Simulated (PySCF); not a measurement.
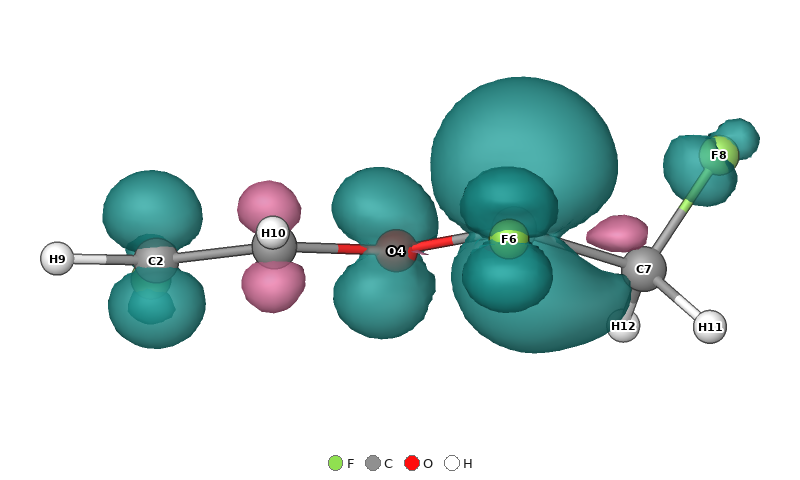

Figure. C4H4F3O (SMILES F/C=C\O[C](F)CF) (doublet). Isosurfaces of the spin density (α minus β) at +0.03 (teal) and −0.03 e/Å³ (pink), seen from one side.

Geometry: GFN2-xTB.

All numbers below come from UKS B3LYP, pcH-1 on C F H O, non-relativistic, mean-field spin-orbit, GIAO in PySCF.

```yaml
atoms:
  - { symbol: F, position_ang: [-2.5150, 1.0990, 1.4320] }
  - { symbol: C, position_ang: [-2.5411, 0.2219, 0.4213] }
  - { symbol: C, position_ang: [-1.4282, -0.2626, -0.1422] }
  - { symbol: O, position_ang: [-0.2011, 0.1059, 0.2709] }
  - { symbol: C, position_ang: [0.9139, -0.4273, -0.2336] }
  - { symbol: F, position_ang: [0.7753, -1.0855, -1.4143] }
  - { symbol: C, position_ang: [2.2058, 0.2546, 0.0160] }
  - { symbol: F, position_ang: [3.0022, -0.4747, 0.8845] }
  - { symbol: H, position_ang: [-3.5362, -0.0451, 0.1097] }
  - { symbol: H, position_ang: [-1.5061, -0.9616, -0.9633] }
  - { symbol: H, position_ang: [2.7874, 0.3518, -0.9079] }
  - { symbol: H, position_ang: [2.0443, 1.2229, 0.5009] }
```

> Which atoms carry the spin?

The unpaired spin (1 electron) lies mostly on C5 (about 0.6), O4 (about 0.1), F6 (about 0.1) and C2 (about 0.1), in electrons by Hirshfeld's partition.
